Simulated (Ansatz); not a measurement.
## Electronic structure of F4SW (WSF4) in real space

```
atom    x (Å)    y (Å)    z (Å)
   W  -0.0001   0.0001  -0.0230
   S   0.0052  -0.0077   2.0860
   F   1.7927   0.0134  -0.5198
   F  -0.0128   1.7959  -0.5092
   F  -1.7953  -0.0096  -0.5117
   F   0.0102  -1.7921  -0.5223
```

Geometry: r2SCAN-D4/def2-SVP; core potentials replace the inner electrons of W; not at a stationary point (largest force 0.7 eV/Å).

All numbers below come from Ansatz, RKS PBE0-D4/def2-TZVP.

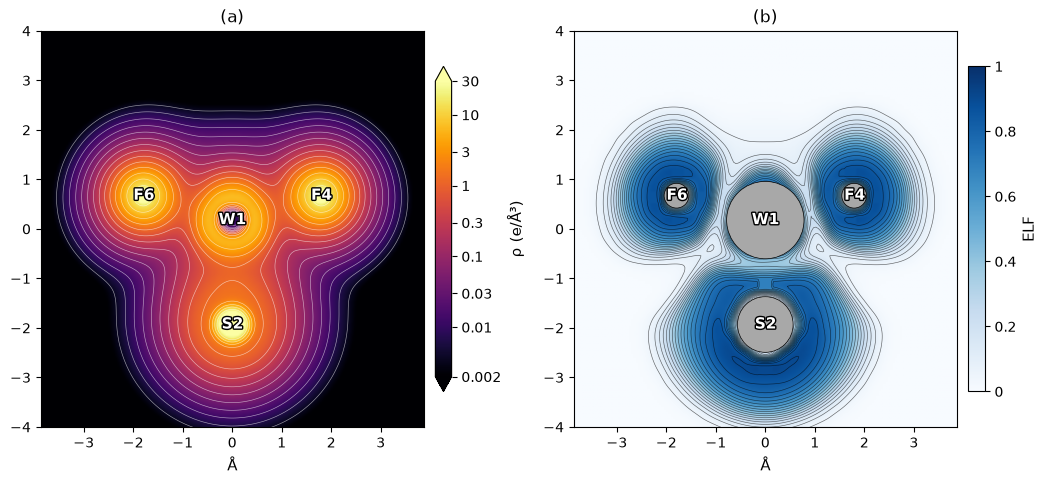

Figure 1. (a) electron density; (b) ELF on the plane of atoms S2, W1 and F4. Grey discs cover the atomic cores in the ELF map.

Q: What does the map show?

A:
- The section cuts through W, S and F sites.
- W–F (1.86 Å): ρ at the midpoint is about 1.1 e/Å³; the ELF peaks at about 0.85 in the valence shell of F, 0.5 Å from its nucleus, and drops to about 0.25 between the two atoms.
- W–S (2.11 Å): the density is about 1.1 e/Å³ at the midpoint; the ELF peaks at about 0.70 in the valence shell of S, 0.9 Å from its nucleus, and is about 0.50 at the midpoint.

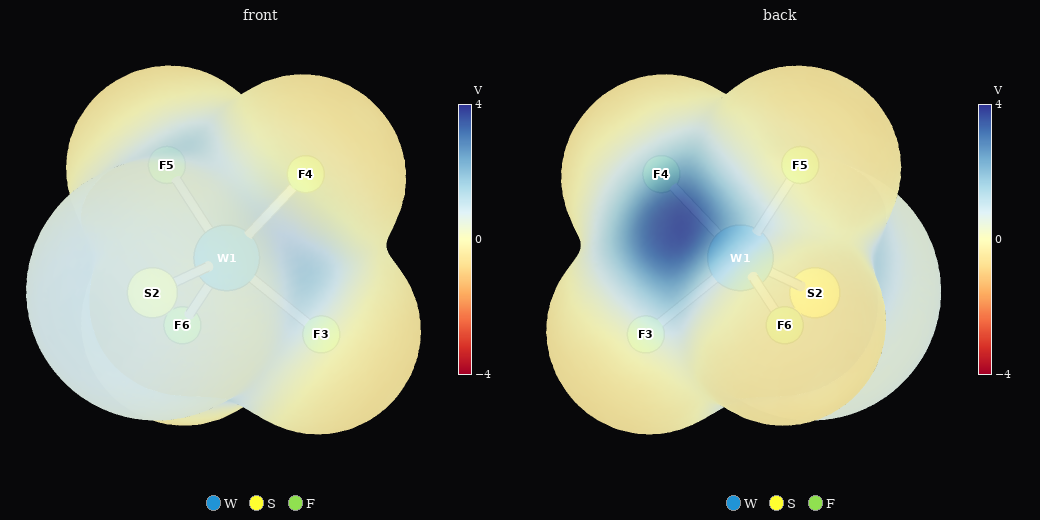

Figure 2. The electrostatic potential painted on the density surface at 0.002 e/bohr³, seen from the front and from behind; red is negative and blue positive.

Q: Describe the electrostatic potential map.

A: The most negative region (about −0.5 V) lies over F3, F4, F5 and F6, the most positive (about +3.6 V) over W1.

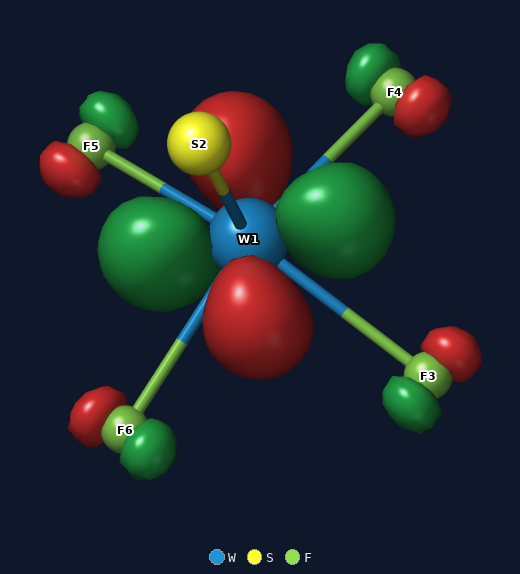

Figure 3. One frontier orbital at ±0.3 Å⁻³ᐟ² (green and red are the two phases), seen at a tilt.

Q: Which orbital is it: HOMO or LUMO?

A: The LUMO, at −3.87 eV. By Hirshfeld shares it lies mainly on W1 (about 70 %), F3 (about 5 %), F4 (about 5 %), F5 (about 5 %) and F6 (about 5 %).
